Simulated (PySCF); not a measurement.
O2S, SMILES `O=S=O`.

Computed with PySCF, PBE/def2-SVP, geometry: GFN2-xTB. No frequency check shows the geometry to be a minimum. GFN2-xTB bond lengths at metals and heavier atoms can be off by up to 0.1 Å and shapes distorted, which carries into these values.

Input script:

```python
import numpy as np
from pyscf import gto, scf, dft
from pyscf.scf import atom_ks, atom_hf
from scipy.linalg import block_diag

def solve(mol, dm0=None, hcore=None):
    mf = (dft.UKS if mol.spin else dft.RKS)(mol, xc='pbe')
    mf.grids.level = 3
    mf = mf.density_fit(auxbasis='def2-universal-jkfit')
    mf.conv_tol, mf.max_cycle = 1e-8, 80
    if hcore is not None:
        mf.get_hcore = lambda *args: hcore
    mf.kernel(dm0)
    if not mf.converged:
        mf = mf.newton().run(mf.mo_coeff, mf.mo_occ, max_cycle=30)
    assert mf.converged, 'SCF not converged'
    return mf

mol = gto.M(atom='''
O      1.21864    -0.37811     0.00000
S      0.00000     0.37811     0.00000
O     -1.21864    -0.37811     0.00000
''', basis='def2-svp', charge=0, spin=0, verbose=4)
mf = solve(mol)
out = dict(e0=mf.e_tot, dm0=mf.make_rdm1(), c=mf.mo_coeff, occ=mf.mo_occ, eps=mf.mo_energy)
for name, dq, spin in [('cation', 1, 1), ('anion', -1, 1)]:
    ion = mol.copy().set(charge=mol.charge + dq, spin=spin).build()
    mi = solve(ion)
    if spin and dq > 0 and mol.nao < 130:
        c, _, stable, _ = mi.stability(return_status=True)
        if not stable:
            mi = solve(ion, mi.make_rdm1(c, mi.mo_occ))
    print(name, 'vertical energy change / eV', (mi.e_tot - mf.e_tot) * 27.211386)
    out.update({'e_' + name: mi.e_tot, 'dm_' + name: mi.make_rdm1(), 's2_' + name: mi.spin_square()[0], 'eps_' + name: mi.mo_energy, 'occ_' + name: mi.mo_occ})
# spherically averaged free atoms, for the promolecule
atm = atom_ks.get_atm_nrks(mol, xc='pbe')
pro = block_diag(*[(atm[a[0]][2] * atm[a[0]][3]) @ atm[a[0]][2].T for a in mol._atom])
np.savez('result.npz', pro=pro, **out)
```

Launched as:

```sh
OMP_NUM_THREADS=1 python input.py
```

The run took 23 s on 1 thread of Intel(R) Xeon(R) Platinum 8259CL CPU @ 2.50GHz (Skylake/Cascade Lake) (shared host), peak memory 0.26 GiB.

Partitions, critical points and surface values were worked out afterwards from this run's density.

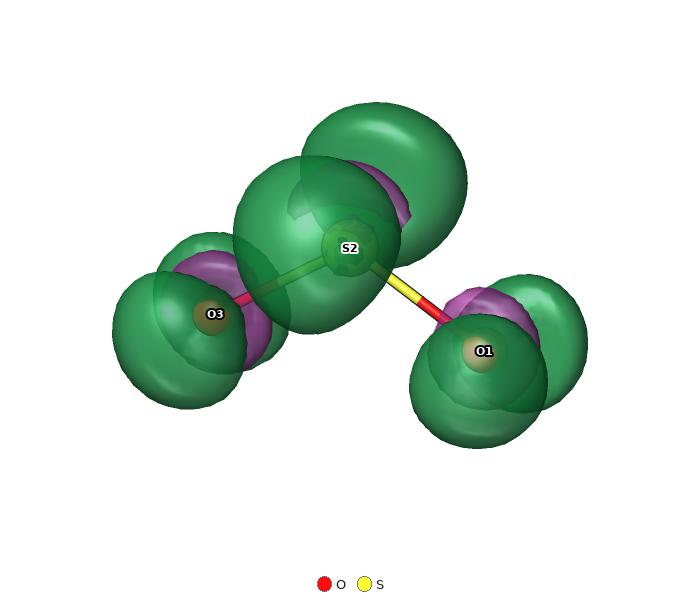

Fukui function f⁺ = ρ(N+1) − ρ(N) at fixed geometry, surfaces at ±0.05 e/Å³ (green positive, purple negative).

### Which atoms respond most to the addition of an electron?

f⁺ (Hirshfeld-condensed) is largest on S2 (0.50); the vertical electron affinity is −0.14 eV (the stability of the anion's solution wasn't checked; negative, but this basis has no diffuse functions, so it doesn't show that the anion is unbound). Condensed values hint at sites of nucleophilic attack but needn't mark the atom that reacts. Orbital relaxation makes it negative in places (0.11 e in all).

```csv
atom,f⁺,charge
O1,+0.25,−0.21
S2,+0.50,+0.43
O3,+0.25,−0.21
```
